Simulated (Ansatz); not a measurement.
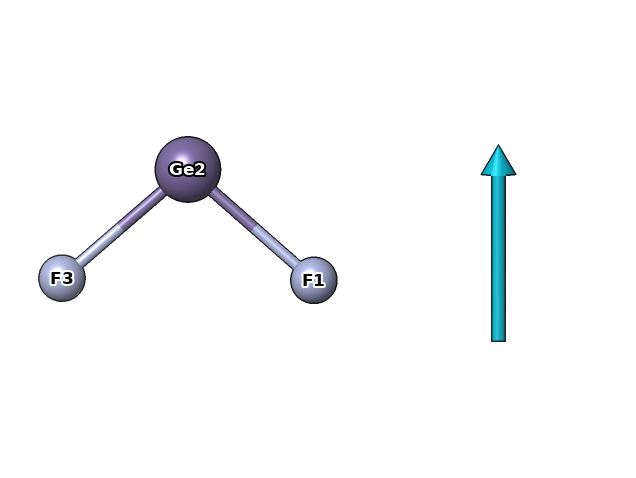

The arrow beside the molecule shows the direction of the dipole moment, from the negative to the positive end (its length means nothing). Computed geometry: PBE-D4/def2-SVP optimisation. No frequency run is at hand to confirm it as a minimum. Level of theory: RKS PBE-D4/def2-SVP (Ansatz 0.2.0).

Q: Estimate the dipole moment.

A: 2.13 D; it points from the side of F1, F3 to the side of Ge2 (the outermost atoms at the two ends).
